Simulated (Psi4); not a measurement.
**r2SCAN/jun-cc-pVTZ (sweep point 8) run of P2H2 (phosphanylidenephosphane)**

What is the vertical ionisation energy of P2H2 (phosphanylidenephosphane) at r2SCAN/jun-cc-pVTZ (sweep point 8)? 

The calculation is run with Psi4 1.11.

### 1 The system as given

P2H2: 4 atoms, total charge 0, spin state singlet. SMILES: `[H]/P=P/[H]`. The coordinates come from a GFN2-xTB relaxation.

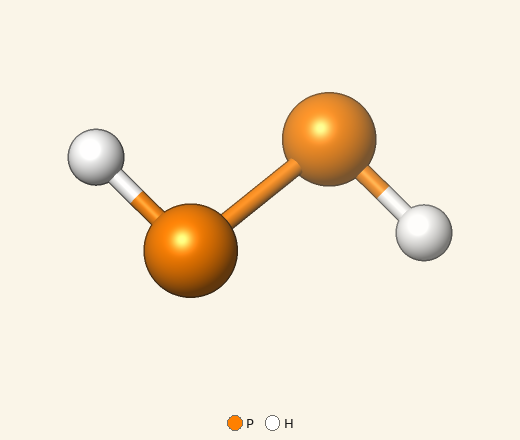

The structure, seen from a chosen angle (phosphorus orange, hydrogen white).

### 2 The energy at r2SCAN/jun-cc-pVTZ (sweep point 8)

The input, calc.py:

```python
import psi4

psi4.set_memory('1600 MB')
psi4.set_num_threads(1)
psi4.set_output_file('output.dat', False)

molecule = psi4.geometry("""
0 1
P     -0.024370    -1.003630     0.088350
P      0.024420     1.003540    -0.088260
H      1.037260    -1.067570     1.003320
H     -1.037310     1.067660    -1.003410
symmetry c1
""")

psi4.set_options({
    'basis': 'jun-cc-pVTZ',
    'puream': True,
    'scf_type': 'pk',
    'dft_radial_points': 99,
    'dft_spherical_points': 590,
})

E, wfn = psi4.energy('r2scan', molecule=molecule, return_wfn=True)
print(f'total energy {E:.8f} hartree = {E * 27.211386:.5f} eV')
for k, v in sorted(psi4.core.scalar_variables().items()):
    print(f'{k:45s} {v:18.10f}')
```

On the command line:

```
$ python calc.py
```

output.dat:

```text
[...]
  Running in c1 symmetry.
[...]
  Nuclear repulsion =   76.759456495580409
[...]
  Multiplicity = 1
[...]
  Nalpha       = 16
  Nbeta        = 16
[...]
    Number of basis functions: 114
[...]
   @RKS iter   1:  -683.76678484621152   -1.85540e-01   3.78053e-03 ADIIS/DIIS
[...]
   @RKS iter   8:  -683.85395018802137   -6.61246e-08   2.40983e-07 DIIS
[...]
    Orbital Energies [Eh]
    ---------------------
    Doubly Occupied:
       1A    -76.794266     2A    -76.794247     3A     -6.490351
       4A     -6.490151     5A     -4.636156     6A     -4.636059
       7A     -4.633644     8A     -4.633216     9A     -4.630765
      10A     -4.630173    11A     -0.661504    12A     -0.519082
      13A     -0.340541    14A     -0.338679    15A     -0.265068
      16A     -0.241238
[...]
  @RKS Final Energy:  -683.85395018802137
   => Energetics <=
    Nuclear Repulsion Energy =             76.7594564955804088
    One-Electron Energy =               -1097.8105372384268321
    Two-Electron Energy =                 384.3252232444855281
    DFT Exchange-Correlation Energy =     -47.1280926896604768
    Empirical Dispersion Energy =           0.0000000000000000
    VV10 Nonlocal Energy =                  0.0000000000000000
    Total Energy =                       -683.8539501880213720
[...]
 Multipole Moments:
 ------------------------------------------------------------------------------------
     Multipole            Electronic (a.u.)      Nuclear  (a.u.)        Total (a.u.)
 ------------------------------------------------------------------------------------
 L = 1.  Multiply by 2.5417464519 to convert [e a0] to [Debye]
 Dipole X            :          0.0001470           -0.0000937            0.0000533
 Dipole Y            :         -0.0001945            0.0001686           -0.0000259
 Dipole Z            :          0.0002175           -0.0001686            0.0000488
 Magnitude           :                                                    0.0000768
[...]
```

The script printed:

```text
total energy -683.85395019 hartree = -18608.61381 eV
CURRENT ENERGY                                   -683.8539501880
CURRENT REFERENCE ENERGY                         -683.8539501880
DD SOLVATION ENERGY                                 0.0000000000
DFT FUNCTIONAL TOTAL ENERGY                      -683.8539501880
DFT TOTAL ENERGY                                 -683.8539501880
DFT VV10 ENERGY                                     0.0000000000
DFT XC ENERGY                                     -47.1280926897
GRID ELECTRONS ALPHA                               16.0000001138
GRID ELECTRONS BETA                                16.0000001138
GRID ELECTRONS TOTAL                               32.0000002275
NUCLEAR REPULSION ENERGY                           76.7594564956
ONE-ELECTRON ENERGY                             -1097.8105372384
PCM POLARIZATION ENERGY                             0.0000000000
PE ENERGY                                           0.0000000000
SCF ITERATION ENERGY                             -683.8539501880
SCF ITERATIONS                                      8.0000000000
SCF TOTAL ENERGY                                 -683.8539501880
TWO-ELECTRON ENERGY                               384.3252232445
XC GRID RADIAL POINTS                              99.0000000000
XC GRID SPHERICAL POINTS                          590.0000000000
XC GRID TOTAL POINTS                           227263.0000000000
```

It took 19 s on 1 thread of Intel Xeon 6975P-C (Granite Rapids), shared host; peak memory 0.84 GiB.

### 3 The doublet cation, same level

The input, h2p2.py:

```python
import psi4

psi4.set_memory(1600000000)
psi4.set_num_threads(1)
psi4.core.set_output_file('run.log', False)

mol = psi4.geometry("""
1 2
P     -0.024370    -1.003630     0.088350
P      0.024420     1.003540    -0.088260
H      1.037260    -1.067570     1.003320
H     -1.037310     1.067660    -1.003410
symmetry c1
""")

options = {'reference': 'uks', 'puream': True, 'scf_type': 'pk', 'dft_radial_points': 99, 'dft_spherical_points': 590, 'maxiter': 150}
psi4.set_options(options)

energy_value = psi4.energy("r2scan/jun-cc-pVTZ", molecule=mol)
print(f'total energy {energy_value:.8f} hartree = {energy_value * 27.211386:.5f} eV')
```

On the command line:

```
$ python h2p2.py
```

run.log:

```text
[...]
  Running in c1 symmetry.
[...]
  Nuclear repulsion =   76.759456495580409
[...]
  Multiplicity = 2
[...]
  Nalpha       = 16
  Nbeta        = 15
[...]
    Number of basis functions: 114
[...]
   @UKS iter   1:  -683.45931628735048    1.21928e-01   2.86968e-03 DIIS/ADIIS
[...]
   @UKS iter   9:  -683.50094024668851   -2.75265e-08   3.81728e-07 DIIS
[...]
   @S^2 Observed:                7.626175858E-01
[...]
    Orbital Energies [Eh]
    ---------------------
    Alpha Occupied:
       1A    -77.082878     2A    -77.082857     3A     -6.775050
       4A     -6.774854     5A     -4.922044     6A     -4.921192
       7A     -4.919594     8A     -4.919500     9A     -4.916142
      10A     -4.915979    11A     -0.926458    12A     -0.783735
      13A     -0.610627    14A     -0.591686    15A     -0.526306
      16A     -0.510833
    Alpha Virtual:
      17A     -0.385613    18A     -0.243954    19A     -0.225527
      20A     -0.183686    21A     -0.135644    22A     -0.120303
      23A     -0.093964    24A     -0.092039    25A     -0.081647
[...]
  @UKS Final Energy:  -683.50094024668851
   => Energetics <=
    Nuclear Repulsion Energy =             76.7594564955804088
    One-Electron Energy =               -1089.0473304858974188
    Two-Electron Energy =                 375.6205164568550572
    DFT Exchange-Correlation Energy =     -46.8335827132264839
    Empirical Dispersion Energy =           0.0000000000000000
    VV10 Nonlocal Energy =                  0.0000000000000000
    Total Energy =                       -683.5009402466885149
[...]
 Multipole Moments:
 ------------------------------------------------------------------------------------
     Multipole            Electronic (a.u.)      Nuclear  (a.u.)        Total (a.u.)
 ------------------------------------------------------------------------------------
 L = 1.  Multiply by 2.5417464519 to convert [e a0] to [Debye]
 Dipole X            :          0.0000698           -0.0000937           -0.0000239
 Dipole Y            :         -0.0000887            0.0001686            0.0000799
 Dipole Z            :          0.0000885           -0.0001686           -0.0000801
 Magnitude           :                                                    0.0001157
[...]
```

On the terminal:

```text
total energy -683.50094025 hartree = -18599.00792 eV
```

Run time: 28 s. Hardware: 1 thread of Intel Xeon 6975P-C (Granite Rapids), shared host; peak memory 0.83 GiB.

### 4 What came out

At r2SCAN/jun-cc-pVTZ (sweep point 8):

```
                                          quantity          value
                        singlet P2H2: total energy  -683.85395 Eh
                       singlet P2H2: dipole moment         0.00 D
                         singlet P2H2: HOMO energy       -6.56 eV
                         singlet P2H2: LUMO energy       -3.69 eV
                       singlet P2H2: HOMO–LUMO gap        2.87 eV
                      doublet cation: total energy  -683.50094 Eh
doublet cation: HOMO energy (highest over α and β)      -13.78 eV
 doublet cation: LUMO energy (lowest over α and β)      -12.58 eV
                              doublet cation: ⟨S²⟩          0.763
vertical ionisation energy (to the doublet cation)       9.606 eV
```

In words: The vertical ionisation energy comes to 9.61 eV (927 kJ/mol). The negative HOMO energy of the first species, 6.56 eV, lies 3.04 eV below that difference.
